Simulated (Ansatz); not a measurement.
We consider CsCl-type TlCl, described by revPBE in Ansatz (plane waves, PAW).

Settings: plane-wave cutoff 520 eV, 10×10×10 k mesh, Fermi–Dirac smearing 0.01 eV, scalar-relativistic PAW data made under PBE.

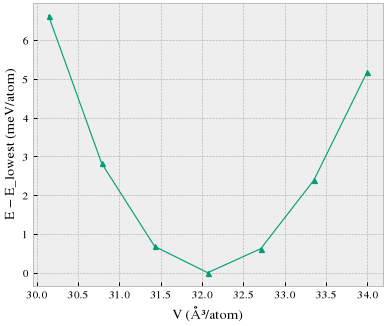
Figure: Total energy against volume

Task: From the curve, estimate the equilibrium volume and the bulk modulus.

Result: V0 ≈ 32.1 Å³/atom and B0 ≈ 16 GPa; the fit gives V0 = 32.070 Å³/atom, B0 = 16.2 GPa, B′ = 5.2.

Measured, for comparison: equilibrium volume per atom 28.35 Å³/atom (temperature not stated, no zero-point or thermal correction; as tabulated in Wikipedia's data pages). Computed (rounded) less measured: equilibrium volume per atom +13.1 %.

Note: the cell is over a tenth larger than the published one: the level's own overestimate first of all, though another phase or state, or a fault of the published cell, is possible.

Spin–orbit coupling is not included; it can shift volumes and moduli of such heavy elements.

Computed values are for the static lattice.

It cost about 50 core-seconds (a rough figure) of CPU time.

Ansatz is a program for electronic structure.
